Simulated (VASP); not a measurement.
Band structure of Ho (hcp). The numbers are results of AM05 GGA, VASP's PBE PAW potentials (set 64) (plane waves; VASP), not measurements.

The 4f electrons are frozen in the core of the lanthanide potential, so 4f levels, which can set the real gap, and their magnetism are missing.

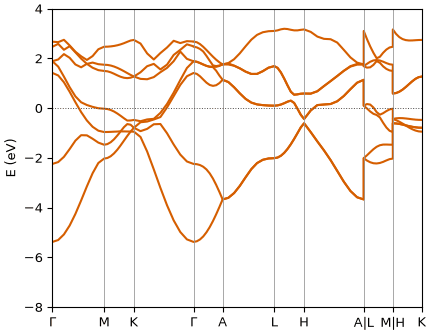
Fig. 1. Bands along high-symmetry lines, zero at the valence-band maximum or, without a gap, the Fermi level

Question: Read the plot: is there a gap, and where are the band edges?

Answer: It has no gap at this level: it comes out as a metal or semimetal. (Edges off the drawn lines would not show.)

The compound is Ho in the hcp structure. It was relaxed first.
